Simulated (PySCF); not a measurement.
System: FH₈N₃Si₃.

Input file:

```
{"job": {"kind": "nmr", "xc": "PBE0", "basis": "pcSseg-1", "pop": false}, "charge": 0, "multiplicity": 1}
F     -2.137100    -1.884900     1.342400
Si    -1.534900    -1.256400    -0.030200
N      0.223300    -1.612700    -0.060200
Si     1.405300    -0.426400    -0.571300
N      0.890600     1.284400    -0.491200
Si    -0.633100     1.789100     0.267100
N     -1.717500     0.435300     0.070100
H     -2.290600    -1.830600    -1.114300
H      0.410600    -2.472800     0.299600
H      2.022800    -0.690300    -1.788400
H      2.430900    -0.857600     0.553900
H      1.661200     1.859400    -0.243000
H     -0.530200     2.122300     1.720600
H     -1.299900     2.884300    -0.563300
H     -2.640800     0.749300     0.048800
```

Command:

```sh
OMP_NUM_THREADS=1 python probes_run.py task.json out
```

Geometry: GFN2-xTB, MD frame at 250 fs, 600 K.

These are results of PySCF, PBE0/pcSseg-1, SCF density, gas phase, non-relativistic, not measurements.

Q: What can the converged electron density and electron localisation function tell about the bonding?

A: Si–N (1.70 Å): ρ is about 1.1 e/Å³ halfway; the ELF peaks at about 0.90 between the atoms: a polar covalent bond.
N–H (0.95 Å): the density is about 3.1 e/Å³ at the midpoint; the ELF climbs to about 1 towards the hydrogen, as it does in any bond to H (a covalent bond by its length).
Si–N (1.75 Å): the density is about 1 e/Å³ at the midpoint; the ELF peaks at about 0.90 between the atoms (a shared but strongly polarised pair).
Si–N (1.79 Å): ρ is about 0.98 e/Å³ halfway; the ELF peaks at about 0.90 between the atoms; a shared but strongly polarised pair.

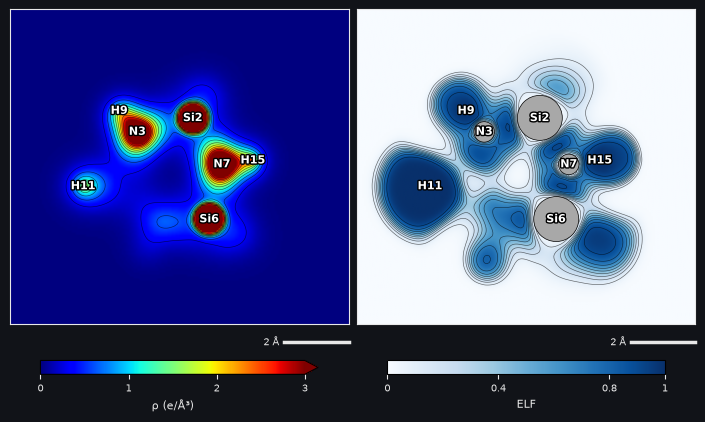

Computed electron density and electron localisation function on the plane of atoms Si2, N7 and Si6, in this order. Grey discs cover the atomic cores in the ELF map. 
